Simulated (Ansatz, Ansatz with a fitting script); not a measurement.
# Mesh, cutoff and frequencies in RPA: LiBH4 (F-43m)

How far must mesh and response cutoff go for RPA on LiBH4 (F-43m)?

Program: Ansatz 0.2.0. Level of theory: EXX+RPA on LDA, plane waves, norm-conserving pseudopotentials. Results are calculated unless marked as measured.

## 1. Starting point

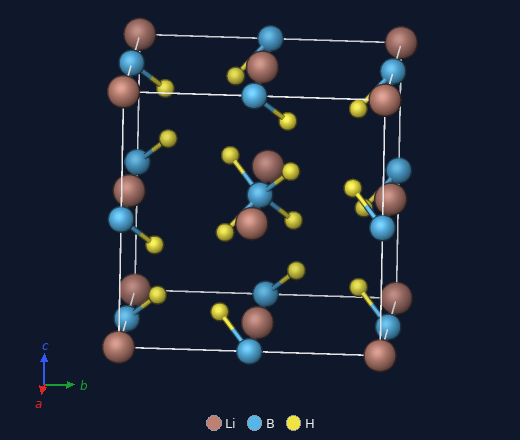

The starting structure, seen slightly off an axis (lithium pink, boron blue, hydrogen yellow). This picture shows the conventional cell, with its axes. Some periodic images of atoms are drawn too.

Structure file:

```cif
data_structure
_symmetry_space_group_name_H-M 'P 1'
_symmetry_Int_Tables_number 1
_cell_length_a 4.0380
_cell_length_b 4.0380
_cell_length_c 4.0380
_cell_angle_alpha 60.000
_cell_angle_beta 60.000
_cell_angle_gamma 60.000
_cell_volume 46.56
loop_
_atom_site_label
_atom_site_type_symbol
_atom_site_fract_x
_atom_site_fract_y
_atom_site_fract_z
_atom_site_occupancy
Li1 Li 0.00000 0.00000 0.00000 1
B2 B 0.50000 0.50000 0.50000 1
H3 H 0.37679 0.37679 0.37679 1
H4 H 0.86964 0.37679 0.37679 1
H5 H 0.37679 0.37679 0.86964 1
H6 H 0.37679 0.86964 0.37679 1
```

The cell and positions are those that the Materials Project relaxed with its own functionals (PBE, PBE+U or r2SCAN), kept fixed. The program's search for lower electronic states was switched off, so nothing shows that the state found is the lowest.

## 2. Base settings, 3×3×3 mesh, cutoffs to 160 eV, 213 empty bands

The RPA correlation energy is summed at several response cutoffs, since it converges slowly from above.

input.yaml reads:

```yaml
crystal:
  lattice:
    - [0.0, 2.855319, 2.855319]
    - [2.855319, 0.0, 2.855319]
    - [2.855319, 2.855319, 0.0]
  atoms:
    - { symbol: Li, position: [0.0, 0.0, 0.0] }
    - { symbol: B, position: [0.5, 0.5, 0.5] }
    - { symbol: H, position: [0.37678667, 0.37678667, 0.37678667] }
    - { symbol: H, position: [0.86964, 0.37678667, 0.37678667] }
    - { symbol: H, position: [0.37678667, 0.37678667, 0.86964] }
    - { symbol: H, position: [0.37678667, 0.86964, 0.37678667] }
kpoints:
  mp_grid: { grid: [3, 3, 3] }
hamiltonian:
  xc: lda
  pseudopotentials: { kind: nc, xc_functional: pbe }
scf:
  occupations: { method: fixed }
  lower_state_search: "off"
  convergence: { dr2_threshold: 1.0e-09 }
output:
  rpa_energy:
    ecut_chi_ladder: [96, 112, 128, 144, 160]
    long_wavelength: optical_limit
    n_empty_bands: 213
basis:
  ecutwfc: 1116.0
  xc_grid: 3
```

On the command line:

```console
$ ansatz run input.yaml --threads 8 --pin off --max-ram 18432MiB --backend cpu --events-out ev --progress --plain --runs-dir out
```

Log:

```text
Engine: ansatz 0.2.0, aarch64-unknown-linux-gnu
Pseudopotentials: kind: nc
Pseudopotential: Li, nc, valence charge 3, recommended cutoff 1034.032677 eV (normal), Li.nc.azcp
Pseudopotential: B, nc, valence charge 3, recommended cutoff 1116 eV (normal), B.nc.azcp
Pseudopotential: H, nc, valence charge 1, recommended cutoff 979.609905 eV (normal), H.nc.azcp
Functional definition: SPW92
  exchange = slater_x
  correlation = pw_c
Crystal: 6 atoms, lattice volume = 46.558 Å³
Basis set: ecut = 1116 eV, 3839 PW (Γ), exchange–correlation on 135×135×135 points (27 copies of the dense FFT grid, shifted against one another)
Bands: 11, of which v1, the nominal top of the filled ones, is band 5 counted from 1 (4 counted from 0)
Symmetry: 24 space group operations
Space group: F-43m (ITA 216), of the structure as read, at distance tolerance 3.6e-5 Å
k-points: 4 of 27 (time reversal used)
Non-local potential: Li, projectors of the file, l = 0: 2, l = 1: 2
Non-local potential: B, projectors of the file, l = 0: 2, l = 1: 2
Non-local potential: H, projectors of the file, l = 0: 2, l = 1: 1
Initial density: superposition of atomic densities (chi_scale 0.1, normalization cell, long waves kept (reshape's long-wave potential 0.00 eV rms))
Initial wavefunctions: pseudopotential atomic-orbital guess
Functional: x = slater, c = lda
SCF iter   1: F=—  HF=-341.467707 eV  |F-HF|=—  |Δ(HF+E_count)|=         —  Δρ=9.62e-2  dr2=5.57e0  ethr=3.10e-3  ⟨swp⟩=6.0  Hψ=264  notcnv=0  defer=13
preconditioner: auto → none  [insulator: Δε(μ)=7.715 eV  Ē_g=13.615 eV  n_scr=8 (ndim 8)  ℏωp=15.4 eV  f_vac=0.000  ε∞_Penn≈2.3]
SCF iter   2: F=—  HF=-339.500256 eV  |F-HF|=—  |Δ(HF+E_count)|=    1.97e0  Δρ=3.34e-2  dr2=3.55e-1  ethr=3.10e-3  ⟨swp⟩=3.0  Hψ=124  notcnv=0  defer=10
SCF iter   3: F=—  HF=-339.389353 eV  |F-HF|=—  |Δ(HF+E_count)|=   1.11e-1  Δρ=1.01e-2  dr2=3.32e-2  ethr=3.10e-3  ⟨swp⟩=2.2  Hψ=57  notcnv=0  defer=12
SCF iter   4: F=—  HF=-339.379857 eV  |F-HF|=—  |Δ(HF+E_count)|=   9.50e-3  Δρ=1.00e-3  dr2=2.88e-4  ethr=3.32e-4  ⟨swp⟩=3.0  Hψ=64  notcnv=0  defer=13
SCF iter   5: F=—  HF=-339.379887 eV  |F-HF|=—  |Δ(HF+E_count)|=   2.92e-5  Δρ=1.06e-4  dr2=3.27e-6  ethr=2.88e-6  ⟨swp⟩=3.0  Hψ=57  notcnv=0  defer=13
SCF iter   6: F=—  HF=-339.379887 eV  |F-HF|=—  |Δ(HF+E_count)|=   6.61e-7  Δρ=1.38e-5  dr2=3.78e-8  ethr=3.27e-8  ⟨swp⟩=2.2  Hψ=52  notcnv=0  defer=10
SCF iter   7: F=-339.379887 eV  HF=-339.379887 eV  |F-HF|=3.00e-10  |Δ(HF+E_count)|=   1.42e-8  Δρ=9.15e-7  dr2=4.42e-10  ethr=1.00e-11  ⟨swp⟩=9.8  Hψ=302  notcnv=0
SCF 1 converged in 7 iterations: F = -339.379887 eV  dr2 = 4.42e-10
NSCF: frozen V_eff on 4 k-points
EXX+RPA screening: q 1/4 (q-point 4)
EXX+RPA screening: q 2/4
EXX+RPA screening: q 3/4
EXX+RPA screening: q 4/4 (q-point 1)
NSCF: frozen V_eff on 1 k-points
NSCF: frozen V_eff on 1 k-points
[...]
SCF converged after 7 iterations
Free energy (F): -339.379887 eV
Harris-Foulkes:  -339.379887 eV  (|F-HF|=3.00e-10)
Internal energy: -339.379887 eV  (E = F + TS)
E sigma→0 (E₀):  -339.379887 eV
Fermi energy:    -1.348455 eV
--- Per-component energies (eV) ---
  E_band       = -121.481256
  E_kinetic    = 259.692361
  E_local      = -246.405203  (includes V_loc(G=0)·N_el)
  E_nonlocal   = -142.544174
  E_hartree    = 76.885359
  E_xc         = -115.739462
  E_vxc        = -145.994747  (∫ρ·V_xc dr)
  E_ewald      = -171.268767
  E_smearing   = -0.000000  (= −TS)
  E_closure    = -0.000000  (closes the sum)
  Σ components = -339.379887   (vs F -339.379887, Δ=0.00e0)
--- Band table (eV) ---
  k-point 0: bands = [... 1 lower, -9.2076, -1.3485, -1.3485, -1.3485, 5.7013, 7.2912, 7.2912, 7.2912, ... 2 higher]
  k-point 1: bands = [... 1 lower, -8.3689, -3.7011, -1.5875, -1.5875, 4.8048, 7.0531, 7.0531, 8.3708, ... 2 higher]
  k-point 2: bands = [... 1 lower, -8.0158, -3.8099, -2.1259, -2.1259, 4.8655, 5.9941, 8.4840, 8.8110, ... 2 higher]
  k-point 3: bands = [... 1 lower, -7.4500, -4.5923, -2.8155, -1.9861, 5.3245, 6.6955, 8.2541, 8.2934, ... 2 higher]
--- EXX+RPA: 3×3×3 mesh (4 irreducible q, 35/108 k–q pairs), 218 bands' worth read of 223 solved (the sum completed by the states above those read; Γ's head and wings end at those read), 5 occupied, 11 frequency nodes, the response taken to reach 762.8 eV, pair-density box ratio 4, q→0 included in E_x (Coulomb truncated on the Wigner–Seitz cell) and E_c (k·p head, wings) ---
  smallest occupied→empty transition 6.153e0 eV, smallest direct gap 6.392e0 eV
  indirect gap at most 6.153e0 eV, over 4 k-points of the mesh
  E_x                     =      -107.933682 eV
  E_xc[n_v+n_c], E_xc[n_v] =      -115.739462, -110.777530 eV (parent functional, the pass's orbitals; any nonlocal part keeps n_c)
  E_c ladder  E_cut^χ (eV)   ⟨N_G⟩      E_cut^sphere (eV)      E_c (eV)
                   96.00      101.2             97.14         -9.293281
                  112.00      125.3            111.99         -9.686801
                  128.00      152.3            127.53        -10.018314
                  144.00      183.6            144.48        -10.311972
                  160.00      215.4            160.74        -10.542481
  E_c(E_cut→∞)            =       -11.611485 ± 0.061791 eV  (E_cut^-3/2 fit over 5 rungs)
  S(q), 3 of 3 wave vectors   |q| (1/Å)       S_0(q)   S_0 (bands read)   S_RPA(q)   (top rung; structure_factors; the frequency nodes sum S_0 to within 4.6e-7)
    ( 0.0000,  0.0000,  0.3333)    0.63524     0.097803           0.097602   0.059030
    ( 0.0000,  0.3333,  0.3333)    0.73351     0.127320           0.127049   0.078411
    ( 0.0000,  0.3333, -0.3333)    1.03733     0.221168           0.220607   0.146644
  core–valence xc dropped  : E_EXX =      -331.574107 eV   E_EXX+RPA =      -343.185592 eV
  core–valence xc semilocal: E_EXX =      -336.536039 eV   E_EXX+RPA =      -348.147523 eV
```

Run time: 13 s. Hardware: 8 threads of Arm Neoverse N1, shared host; peak memory 1.2 GiB; 68 s of CPU time.

The column dr2 measures how far the density is from self-consistency, as an energy; F and HF (Harris–Foulkes) agree once it is small.

Numbers from this step:

* exact exchange energy: -107.9337 eV
* RPA correlation energy: -11.61 eV

Extrapolated from these cutoffs, the correlation energy is -1.94 eV per atom (fit error 0.01); such a limit moves with the range of cutoffs.

RPA ladder, by row:

```csv
response cutoff (eV),mean plane waves,sphere-equivalent cutoff (eV),correlation energy (eV)
96,101.2,97.14,-9.293
112,125.3,112,-9.687
128,152.3,127.5,-10.02
144,183.6,144.5,-10.31
160,215.4,160.7,-10.54
```

## 3. Base settings, 3×3×3 mesh, cutoffs to 160 eV, 224 empty bands, volume +5 %

The cell differs from the one that the last finished run ended in (a 4.038 → 4.104 Å, b 4.038 → 4.104 Å, c 4.038 → 4.104 Å).

Edit input.yaml of step 2 so:

```diff
@@ -2,5 +2,5 @@
   lattice:
-    - [0.0, 2.855319, 2.855319]
-    - [2.855319, 0.0, 2.855319]
-    - [2.855319, 2.855319, 0.0]
+    - [0.0, 2.9021358291, 2.9021358291]
+    - [2.9021358291, 0.0, 2.9021358291]
+    - [2.9021358291, 2.9021358291, 0.0]
   atoms:
@@ -25,3 +25,3 @@
     long_wavelength: optical_limit
-    n_empty_bands: 213
+    n_empty_bands: 224
 basis:
```

Log:

```text
[...]
Crystal: 6 atoms, lattice volume = 48.886 Å³
Basis set: ecut = 1116 eV, 4111 PW (Γ), exchange–correlation on 135×135×135 points (27 copies of the dense FFT grid, shifted against one another)
Bands: 11, of which v1, the nominal top of the filled ones, is band 5 counted from 1 (4 counted from 0)
Symmetry: 24 space group operations
[...]
k-points: 4 of 27 (time reversal used)
[...]
E_c(E_cut→∞)            =       -11.552330 ± 0.063403 eV  (E_cut^-3/2 fit over 5 rungs)
[...]
( 0.0000,  0.0000,  0.3333)    0.62499     0.096674           0.096484   0.058330
    ( 0.0000,  0.3333,  0.3333)    0.72167     0.125910           0.125653   0.077507
    ( 0.0000,  0.3333, -0.3333)    1.02060     0.218952           0.218420   0.144998
  core–valence xc dropped  : E_EXX =      -331.597416 eV   E_EXX+RPA =      -343.149746 eV
  core–valence xc semilocal: E_EXX =      -336.534584 eV   E_EXX+RPA =      -348.086914 eV
[key lines of the parts left out:]
SCF converged after 8 iterations
Free energy (F): -339.350832 eV
Fermi energy:    -1.550819 eV
```

Run time: 14 s. Hardware: 8 threads; peak memory 1.3 GiB; 76 s of CPU time.

This step gave:

```yaml
exact_exchange_energy: -107.2448 eV
rpa_correlation_energy: -11.55 eV
```

Extrapolated from these cutoffs, the correlation energy is -1.93 eV per atom (fit error 0.01); such a limit moves with the range of cutoffs.

RPA ladder, by row:

```csv
response cutoff (eV),mean plane waves,sphere-equivalent cutoff (eV),correlation energy (eV)
96,101.5,94.22,-9.214
112,130.6,111.5,-9.679
128,158.7,126.9,-10.01
144,187.6,141.9,-10.27
160,221.7,158.6,-10.51
```

## 4. Response cutoff, 3×3×3 mesh, cutoffs to 90 eV, 90 empty bands

input.yaml, the sections that differ from step 3:

```yaml
crystal:
  lattice:
    - [0.0, 2.855319, 2.855319]
    - [2.855319, 0.0, 2.855319]
    - [2.855319, 2.855319, 0.0]
  atoms:
    - { symbol: Li, position: [0.0, 0.0, 0.0] }
    - { symbol: B, position: [0.5, 0.5, 0.5] }
    - { symbol: H, position: [0.37678667, 0.37678667, 0.37678667] }
    - { symbol: H, position: [0.86964, 0.37678667, 0.37678667] }
    - { symbol: H, position: [0.37678667, 0.37678667, 0.86964] }
    - { symbol: H, position: [0.37678667, 0.86964, 0.37678667] }
output:
  rpa_energy:
    ecut_chi_ladder: [54, 63, 72, 81, 90]
    long_wavelength: optical_limit
    n_empty_bands: 90
# kpoints, hamiltonian, scf, basis: as in step 3
```

Log:

```text
[...]
Crystal: 6 atoms, lattice volume = 46.558 Å³
Basis set: ecut = 1116 eV, 3839 PW (Γ), exchange–correlation on 135×135×135 points (27 copies of the dense FFT grid, shifted against one another)
Bands: 11, of which v1, the nominal top of the filled ones, is band 5 counted from 1 (4 counted from 0)
Symmetry: 24 space group operations
[...]
k-points: 4 of 27 (time reversal used)
[...]
E_c(E_cut→∞)            =       -10.500248 ± 0.103989 eV  (E_cut^-3/2 fit over 5 rungs)
[...]
( 0.0000,  0.0000,  0.3333)    0.63524     0.097803           0.097145   0.059166
    ( 0.0000,  0.3333,  0.3333)    0.73351     0.127320           0.126428   0.078608
    ( 0.0000,  0.3333, -0.3333)    1.03733     0.221168           0.219299   0.146972
  core–valence xc dropped  : E_EXX =      -331.574107 eV   E_EXX+RPA =      -342.074354 eV
  core–valence xc semilocal: E_EXX =      -336.536039 eV   E_EXX+RPA =      -347.036286 eV
[key lines of the parts left out:]
SCF converged after 7 iterations
Free energy (F): -339.379887 eV
Fermi energy:    -1.348455 eV
```

Wall time 4.1 s (8 threads); peak memory 0.58 GiB.

This step gave:

- exact exchange energy: -107.9337 eV
- RPA correlation energy: -10.50 eV

Extrapolated from these cutoffs, the correlation energy is -1.75 eV per atom (fit error 0.02); such a limit moves with the range of cutoffs.

## 5. Response cutoff, 3×3×3 mesh, cutoffs to 90 eV, 94 empty bands, volume +5 %

Edit input.yaml of step 4 so:

```diff
@@ -2,5 +2,5 @@
   lattice:
-    - [0.0, 2.855319, 2.855319]
-    - [2.855319, 0.0, 2.855319]
-    - [2.855319, 2.855319, 0.0]
+    - [0.0, 2.9021358291, 2.9021358291]
+    - [2.9021358291, 0.0, 2.9021358291]
+    - [2.9021358291, 2.9021358291, 0.0]
   atoms:
@@ -25,3 +25,3 @@
     long_wavelength: optical_limit
-    n_empty_bands: 90
+    n_empty_bands: 94
 basis:
```

Log:

```text
[...]
Crystal: 6 atoms, lattice volume = 48.886 Å³
Basis set: ecut = 1116 eV, 4111 PW (Γ), exchange–correlation on 135×135×135 points (27 copies of the dense FFT grid, shifted against one another)
Bands: 11, of which v1, the nominal top of the filled ones, is band 5 counted from 1 (4 counted from 0)
Symmetry: 24 space group operations
[...]
k-points: 4 of 27 (time reversal used)
[...]
E_c(E_cut→∞)            =       -10.562635 ± 0.108980 eV  (E_cut^-3/2 fit over 5 rungs)
[...]
( 0.0000,  0.0000,  0.3333)    0.62499     0.096674           0.096026   0.058464
    ( 0.0000,  0.3333,  0.3333)    0.72167     0.125910           0.125030   0.077709
    ( 0.0000,  0.3333, -0.3333)    1.02060     0.218952           0.217115   0.145256
  core–valence xc dropped  : E_EXX =      -331.597416 eV   E_EXX+RPA =      -342.160051 eV
  core–valence xc semilocal: E_EXX =      -336.534584 eV   E_EXX+RPA =      -347.097220 eV
[key lines of the parts left out:]
SCF converged after 8 iterations
Free energy (F): -339.350832 eV
Fermi energy:    -1.550819 eV
```

Run time: 4.4 s. Hardware: 8 threads; peak memory 0.62 GiB; 26 s of CPU time.

Numbers from this step:

```yaml
exact_exchange_energy: -107.2448 eV
rpa_correlation_energy: -10.56 eV
```

Extrapolated from these cutoffs, the correlation energy is -1.76 eV per atom (fit error 0.02); such a limit moves with the range of cutoffs.

## 6. Response cutoff, 3×3×3 mesh, cutoffs to 240 eV, 393 empty bands

input.yaml, the sections that differ from step 5:

```yaml
crystal:
  lattice:
    - [0.0, 2.855319, 2.855319]
    - [2.855319, 0.0, 2.855319]
    - [2.855319, 2.855319, 0.0]
  atoms:
    - { symbol: Li, position: [0.0, 0.0, 0.0] }
    - { symbol: B, position: [0.5, 0.5, 0.5] }
    - { symbol: H, position: [0.37678667, 0.37678667, 0.37678667] }
    - { symbol: H, position: [0.86964, 0.37678667, 0.37678667] }
    - { symbol: H, position: [0.37678667, 0.37678667, 0.86964] }
    - { symbol: H, position: [0.37678667, 0.86964, 0.37678667] }
output:
  rpa_energy:
    ecut_chi_ladder: [144, 168, 192, 216, 240]
    long_wavelength: optical_limit
    n_empty_bands: 393
# kpoints, hamiltonian, scf, basis: as in step 5
```

Log:

```text
[...]
Crystal: 6 atoms, lattice volume = 46.558 Å³
Basis set: ecut = 1116 eV, 3839 PW (Γ), exchange–correlation on 135×135×135 points (27 copies of the dense FFT grid, shifted against one another)
Bands: 11, of which v1, the nominal top of the filled ones, is band 5 counted from 1 (4 counted from 0)
Symmetry: 24 space group operations
[...]
k-points: 4 of 27 (time reversal used)
[...]
E_c(E_cut→∞)            =       -12.112837 ± 0.049918 eV  (E_cut^-3/2 fit over 5 rungs)
[...]
( 0.0000,  0.0000,  0.3333)    0.63524     0.097803           0.097733   0.058992
    ( 0.0000,  0.3333,  0.3333)    0.73351     0.127320           0.127226   0.078367
    ( 0.0000,  0.3333, -0.3333)    1.03733     0.221168           0.220972   0.146511
  core–valence xc dropped  : E_EXX =      -331.574107 eV   E_EXX+RPA =      -343.686944 eV
  core–valence xc semilocal: E_EXX =      -336.536039 eV   E_EXX+RPA =      -348.648876 eV
[key lines of the parts left out:]
SCF converged after 7 iterations
Free energy (F): -339.379887 eV
Fermi energy:    -1.348455 eV
```

Elapsed: 30 s, on 8 threads; peak memory 2.5 GiB; 3.1 min of CPU time.

This step gave:

* exact exchange energy: -107.9337 eV
* RPA correlation energy: -12.11 eV

Extrapolated from these cutoffs, the correlation energy is -2.02 eV per atom (fit error 0.01); such a limit moves with the range of cutoffs.

## 7. Response cutoff, 3×3×3 mesh, cutoffs to 240 eV, 412 empty bands, volume +5 %

Edit input.yaml of step 6 so:

```diff
@@ -2,5 +2,5 @@
   lattice:
-    - [0.0, 2.855319, 2.855319]
-    - [2.855319, 0.0, 2.855319]
-    - [2.855319, 2.855319, 0.0]
+    - [0.0, 2.9021358291, 2.9021358291]
+    - [2.9021358291, 0.0, 2.9021358291]
+    - [2.9021358291, 2.9021358291, 0.0]
   atoms:
@@ -25,3 +25,3 @@
     long_wavelength: optical_limit
-    n_empty_bands: 393
+    n_empty_bands: 412
 basis:
```

Log:

```text
[...]
Crystal: 6 atoms, lattice volume = 48.886 Å³
Basis set: ecut = 1116 eV, 4111 PW (Γ), exchange–correlation on 135×135×135 points (27 copies of the dense FFT grid, shifted against one another)
Bands: 11, of which v1, the nominal top of the filled ones, is band 5 counted from 1 (4 counted from 0)
Symmetry: 24 space group operations
[...]
k-points: 4 of 27 (time reversal used)
[...]
E_c(E_cut→∞)            =       -12.063703 ± 0.050571 eV  (E_cut^-3/2 fit over 5 rungs)
[...]
( 0.0000,  0.0000,  0.3333)    0.62499     0.096674           0.096607   0.058292
    ( 0.0000,  0.3333,  0.3333)    0.72167     0.125910           0.125819   0.077458
    ( 0.0000,  0.3333, -0.3333)    1.02060     0.218952           0.218763   0.144863
  core–valence xc dropped  : E_EXX =      -331.597416 eV   E_EXX+RPA =      -343.661119 eV
  core–valence xc semilocal: E_EXX =      -336.534584 eV   E_EXX+RPA =      -348.598287 eV
[key lines of the parts left out:]
SCF converged after 8 iterations
Free energy (F): -339.350832 eV
Fermi energy:    -1.550819 eV
```

The job ended after 33 s (8 threads; peak memory 2.8 GiB).

Numbers from this step:

- exact exchange energy: -107.2448 eV
- RPA correlation energy: -12.06 eV

Extrapolated from these cutoffs, the correlation energy is -2.01 eV per atom (fit error 0.01); such a limit moves with the range of cutoffs.

[end of part 1 of 4]

[Paths, hosts, dates, memory and timing lines, banners, echoed tables and standing remarks are left out of the program output.]

[Logs are printed without paths, hosts, clocks, repeated set-up lines and the standing remarks that a program may print on its own settings, such as how far it seeks lower states.]

[Runs of the session that timed out or met a known fault of the program may be left out.]

[Hosts, paths, dates, database ids (printed as entryN), source tags and the programs' standing remarks are cut or masked in the printed files.]
